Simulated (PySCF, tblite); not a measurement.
# C5H8BF3O: geometry, infrared bands and NMR shifts

Aim: predict the infrared bands and NMR shifts of C5H8BF3O (`C[C@@H](F)[C@@](C)(C=O)B(F)F`).

The runs use tblite 0.8.0 and PySCF 2.14.0, with density-fitted response routines of our own; the level of theory stands in each step. All values are computed, except where a source is named. Atoms count from 0, in the outputs and in this text.

## (1) The starting structure

18 atoms, charge 0, multiplicity 1; geometry from: force field or distance geometry start.

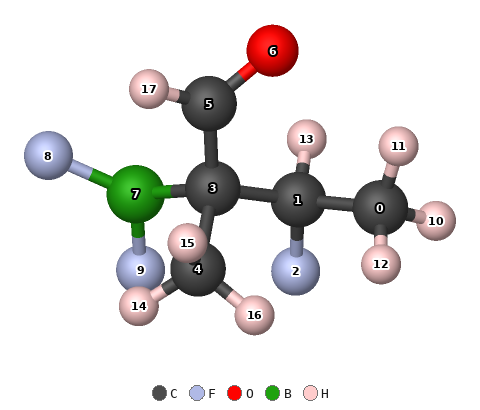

As it starts; carbon dark grey, fluorine light blue, oxygen red, boron green, hydrogen pink, atoms numbered.

## (2) Relaxing the molecule with GFN2-xTB

The job: settings as JSON, then the geometry in Å.

```
{"job": {"kind": "relax", "xc": "GFN2-xTB", "basis": "xTB"}, "charge": 0, "multiplicity": 1}
C      1.972400     0.276700     0.286800
C      0.873300    -0.214200    -0.617500
F      1.072800    -1.582200    -0.875100
C     -0.519100     0.081700    -0.170700
C     -0.760900    -0.564600     1.199300
C     -0.808800     1.529400    -0.156800
O      0.059600     2.354900    -0.492700
B     -1.490900    -0.686800    -1.156100
F     -2.877600    -0.262700    -1.324400
F     -1.174200    -2.090500    -1.374500
H      2.920500    -0.101800    -0.167000
H      2.070200     1.379500     0.324200
H      1.955500    -0.118800     1.320100
H      1.005700     0.290400    -1.602100
H     -1.533700    -1.347900     1.114200
H     -1.107500     0.234500     1.886700
H      0.139200    -1.024500     1.636100
H     -1.805300     1.853200     0.157900
```

On the command line:

```bash
$ OMP_NUM_THREADS=1 python probes_run.py task.json out
```

One launch serves the whole session: the jobs run in the order shown.

**Question.** This job is followed by: GFN2-xTB harmonic vibrations, gas phase; GIAO PBE0/pcSseg-1 NMR shielding, non-relativistic, gas phase. Predict these results of the whole session: strongest single infrared mode (GFN2-xTB); zero-point energy (GFN2-xTB); ¹³C shifts against TMS (PBE0/pcSseg-1); ¹H shifts against TMS (PBE0/pcSseg-1, means over atoms taken as alike); ¹⁹F shifts against CFCl3 (PBE0/pcSseg-1, means over atoms taken as alike); ¹⁷O shifts against H2O (PBE0/pcSseg-1); ¹¹B shifts against BF3·OEt2 (PBE0/pcSseg-1); surface potential, least and greatest.

**Answer**, as computed:

| quantity | value |
| --- | --- |
| strongest single infrared mode (GFN2-xTB) | 1322 cm⁻¹, 386 km/mol |
| zero-point energy (GFN2-xTB) | 81.4 kcal/mol |
| ¹³C shifts against TMS (PBE0/pcSseg-1) | 207.0, 94.4, 59.5, 17.1, 10.4 ppm |
| ¹H shifts against TMS (PBE0/pcSseg-1, means over atoms taken as alike) | 9.78, 5.84, 1.55, 1.24 ppm |
| ¹⁹F shifts against CFCl3 (PBE0/pcSseg-1, means over atoms taken as alike) | -66.9, -222.0 ppm |
| ¹⁷O shifts against H2O (PBE0/pcSseg-1) | 708.7 ppm |
| ¹¹B shifts against BF3·OEt2 (PBE0/pcSseg-1) | 24.6 ppm |
| surface potential, least and greatest | -1.22 V and 1.88 V |

**Reading.** The optimisation took 132 steps and gained 1.479 eV; among the close pairs (by a distance rule), B7–F9 changed most, from 1.455 to 1.308 Å. No mode is imaginary among the 48: a minimum at this level. The strongest single mode, at 1322 cm⁻¹, moves mainly B7. Unscaled tight-binding wavenumbers are off by several per cent, some by more. Its intensities can rank the bands wrongly. The most deshielded carbon is C5 (aldehyde carbonyl carbon), at 207.0 ppm: low-lying n→π* states of the double bond to the heteroatom give a large paramagnetic term (-269 ppm). H17 (hydrogen on an aldehyde carbonyl carbon) lies farthest downfield among hydrogen, at 9.78 ppm; the C=O anisotropy and electron withdrawal place aldehyde protons far downfield. At PBE0/pcSseg-1: The widest tensor belongs to O6: span 1413 ppm, with a paramagnetic part of -773 ppm. By nearest atom (PBE0/pcSseg-1), the HOMO sits on O6 58 %; H17 14 % and the LUMO on C5 31 %; O6 25 %.
